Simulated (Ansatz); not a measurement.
# A failed many-body run on Bi2Te3 (Tellurobismuthite)

Aim: the G0W0 gap of Bi2Te3 (Tellurobismuthite). The first input has a fault.

Main program and level: Ansatz 0.2.0; G0W0 on PBE, plane waves, PAW.

## 1. The starting structure

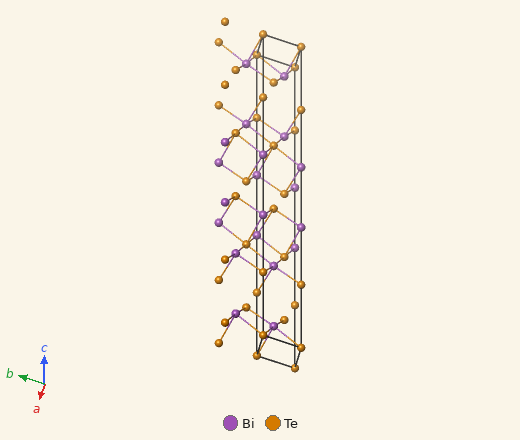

The starting structure, seen from a free direction (bismuth purple, tellurium orange). 1×2×1 cells are drawn. This picture shows the conventional cell, with its axes. Bonds to atoms that aren't drawn are left out. Some periodic images of atoms are drawn too.

The cell and positions come from the Crystallography Open Database and are kept as given unless a step says otherwise. Spin-orbit coupling is left out unless a step names it. The default PAW set here is soft_2. Its files were made with PBE.

## 2. First try

input.yaml reads:

```yaml
crystal:
  lattice:
    - [2.193, 1.2661291403, 10.1656666667]
    - [-2.193, 1.2661291403, 10.1656666667]
    - [0.0, -2.5322582807, 10.1656666667]
  atoms:
    - { symbol: Bi, position: [0.4, 0.4, 0.4] }
    - { symbol: Bi, position: [0.6, 0.6, 0.6] }
    - { symbol: Te, position: [0.0, 0.0, 0.0] }
    - { symbol: Te, position: [0.2095, 0.2095, 0.2095] }
    - { symbol: Te, position: [0.7905, 0.7905, 0.7905] }
kpoints:
  mp_grid: { grid: [4, 4, 4] }
hamiltonian:
  xc: pbe
scf:
  occupations: { method: fixed }
gw:
  n_empty_bands: 178
  ecut_chi: 60
  qp_bands: [v2, c2]
  qp_kpoints: band_edges
  screening: { model: contour_deformation }
  static_remainder: true
```

On the command line:

```bash
$ ansatz run input.yaml --threads 3 --pin off --max-ram 64512MiB --backend cuda --events-out ev --progress --plain --runs-dir out --devices 1 --max-vram 24GiB  # rebuilt from the run's record
```

Numbers of over 12 decimals in the logs are rounded to 6 here.

The log of the run:

```text
Error: gw.static_remainder: true with hamiltonian.pseudopotentials.kind: paw|paw_fr|all_electron — the remainder's closure is formed of plane waves alone, without the terms of the atoms; leave out gw.static_remainder, or use kind: nc
```

Wall time 0.03 s (3 threads of AMD EPYC 7R13 (Zen 3), shared host); peak memory 0.08 GiB.

Q: What is the fault?

The input was rejected at the start.

The program's message: “Error: gw.static_remainder: true with hamiltonian.pseudopotentials.kind: paw|paw_fr|all_electron — the remainder's closure is formed of plane waves alone, without the terms of the atoms; leave out gw. …”

The fault: static remainder on PAW. The remainder's closure is built from plane waves alone and lacks the terms inside the atoms.

## 3. A better input

Now the one-shot GW correction: screening in the RPA, then the self-energy of the levels asked for.

Changes to input.yaml since step 2:

```diff
@@ -18,4 +18,4 @@
 gw:
-  n_empty_bands: 178
-  ecut_chi: 60
+  n_empty_bands: 328
+  ecut_chi: 90.0
   qp_bands: [v2, c2]
@@ -23,2 +23 @@
   screening: { model: contour_deformation }
-  static_remainder: true
```

The log of the run:

```text
GPUs: using 1 of 1 available (devices: 1).
[...]
device memory: the entry about to start is reckoned to put 4.8 GiB on a device that reports 68.7 GiB free (of which the cap on the GPU budget leaves the run 24.0 GiB)
GPU FFT provider: cuFFT
GPU libraries: cuBLAS 13.8.2, cuFFT 12.4.0, cuSOLVER 12.3.4
Crystal: 5 atoms, lattice volume = 169.357 Å³
Basis set: ecut = 420 eV, 3345 PW (Γ)
Bands: 47, of which v1, the nominal top of the filled ones, is band 39 counted from 1 (38 counted from 0)
Symmetry: 12 space group operations
[...]
k-points: 13 of 64
[...]
GPU buffer pool allocated for 373248 grid points (all kernels)
GPU transforms: local potential and band sums: pruned to the plane-wave sphere, on 72×72×72
[...]
SCF iter   1: F=—  HF=-45734.113925 eV  |F-HF|=—  |Δ(HF+E_count)|=         —  Δρ=1.01e-3  dr2=2.67e-3  ethr=1.77e-3  ⟨swp⟩=5.2  Hψ=2030  notcnv=0  defer=71
[...]
0    41      9.9675   -10.0316    -2.8642   -12.8830  0.7595     9.9547     9.9547  root
     2    38      8.4003   -15.2981     1.1571   -13.8473  0.7390     8.1171     8.1066  root ?
     2    39      8.8063   -14.7723     0.5218   -14.0409  0.7504     8.5966     8.5966  root
     2    40      9.8946    -9.8159    -2.9068   -12.7273  0.7693     9.8992     9.8992  root
     2    41     10.3731    -9.9764    -2.9426   -12.9172  0.7577    10.3713    10.3713  root
     5    38      7.5378   -14.3934     1.2963   -12.8380  0.7334     7.2796     7.2788  root
     5    39      8.8376   -15.2386     0.7207   -14.2995  0.7488     8.6194     8.6193  root
[...]
6    38      7.7669   -15.1143     1.5931   -13.2243  0.7151     7.4794     7.4701  root ?
[...]
12    38      8.1598   -15.2913     1.3875   -13.6238  0.7287     7.8826     7.8798  root
    12    39      8.8749   -14.5522     0.3791   -14.0205  0.7489     8.7220     8.7222  root
    12    40     10.1603   -10.2181    -3.0192   -13.2340  0.7502    10.1569    10.1569  root
    12    41     10.4495   -10.2434    -3.0906   -13.3376  0.7449    10.4531    10.4531  root
[key lines of the parts left out:]
SCF converged after 7 iterations
Free energy (F): -45734.111013 eV
Fermi energy:    9.314846 eV
```

It took 45 s on 1 × NVIDIA H100 80GB HBM3 (shared by 3 runs) with 3 threads; peak memory 1.7 GiB; 77 s of CPU time.

This step gave:

| Quantity | Value |
| --- | --- |
| bands summed | 367 |
| RPA ε∞ on this mesh (eigenvalues) | 47.42, 47.42, 54.46 |
| plane waves in the screening matrix | 339 |
| q-points in the mesh | 64 |
| G0W0 gap on the mesh | 0.4625 eV |
| k of the valence top | 0, 0, 0 |
| k of the conduction bottom | 0, 0, 0 |
| starting gap on the mesh | 0.2971 eV |
| Z at the valence top | 0.7533 |
| Z at the conduction bottom | 0.7710 |
| least direct G0W0 gap on the computed points | 0.4625 eV |

The gap on the mesh goes from 0.30 eV to 0.46 eV, a correction of +0.17 eV. Between the two edge states, bare exchange in place of the xc potential would open the gap by 3.07 eV, and correlation takes back 2.90 eV.

## 4. Results

```
first try  : refused after 0.03 s
better run : G0W0 gap on the mesh 0.46 eV (4×4×4 mesh, 328 empty bands, screening to 90 eV)
```

**Reading.** The second run differs in: empty bands, screening cutoff (eV) and static remainder. Bands and cutoff are finite, so the gap is not at the basis limit. The miss can reach some tenths of an eV and take either sign; the mesh is an error of its own. Where an edge is built on 6p states of lead, bismuth or thallium, scalar-relativistic gaps usually stand too wide, by a few tenths to over one eV. With atoms this heavy and so narrow a gap, spin-orbit coupling can invert the bands. These scalar-relativistic gaps are then model values, not to be set against experiment, and a spin-orbit change taken from DFT can't simply be added. The RPA ε∞ on this mesh reaches over 25; with a narrow direct gap a coarse mesh can overstate it, and the correction is then too small.

[Paths, hosts, dates, memory and timing lines, banners, echoed tables and standing remarks are left out of the program output.]

[Logs are printed without paths, hosts, clocks, repeated set-up lines and the standing remarks that a program may print on its own settings, such as how far it seeks lower states.]

[Runs of the session that timed out or met a known fault of the program may be left out.]

[Cells called generated may have been cut or substituted from an entry of the Crystallography Open Database or the Materials Project.]

[Hosts, paths, dates, database ids (printed as entryN), source tags and the programs' standing remarks are cut or masked in the printed files.]
